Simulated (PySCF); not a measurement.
SMILES [GeH3][O][SiH2][O][GeH3], singlet at its PBE0/def2-SVP optimised geometry (Å):

```
13

Ge     2.8047    -1.3761    -1.4047
O      2.4679    -0.5053     0.1142
Si     1.0795    -0.0912     0.8951
O     -0.1957    -0.6519     0.0000
Ge    -1.9730    -0.6519     0.0000
H      2.1688    -0.6106    -2.5785
H      2.2380    -2.8034    -1.3061
H      4.3358    -1.3950    -1.5212
H      1.0667    -0.7147     2.2520
H      1.0015     1.3950     1.0214
H     -2.4668    -1.3950     1.2551
H     -2.4679     0.8065     0.0000
H     -2.3893    -1.3839    -1.2831
```

Computed with PySCF 2.14.0 with PBE0/def2-TZVP. Cells within 0.4 Å of a nucleus heavier than hydrogen are left out (blank, or x).

Map of the electrostatic potential (hartree/e), clipped to [-0.08, 0.12] on the plane z = 0.0 Å:

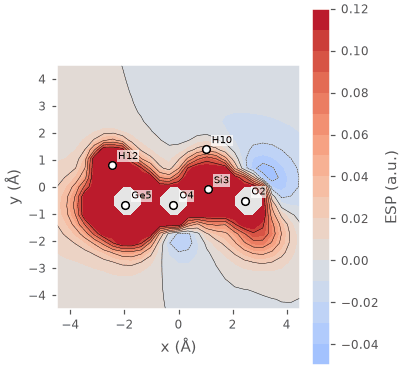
Figure. Electrostatic potential (hartree/e), clipped to [-0.08, 0.12] on the plane z = 0.0 Å.
